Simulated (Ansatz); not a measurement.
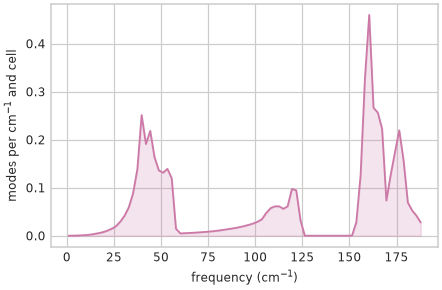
Figure. Phonon density of states of CdSe in the wurtzite structure; finite displacements on a 6×6×2 mesh, DFT at the PBE level (Ansatz, a quantum-chemistry and plane-wave program), k mesh 6×6×4

The program warned that the k mesh resolves the field response, and so the dipole term of the phonons, only roughly. Dynamical quadrupoles are not included in the interpolation of the phonons between the solved wave vectors.

Problem. Where is the tallest peak, and is there a gap in the spectrum?

Solution. The tallest peak lies near 160 cm⁻¹. There is at least one gap; the lowest begins near 130 cm⁻¹.
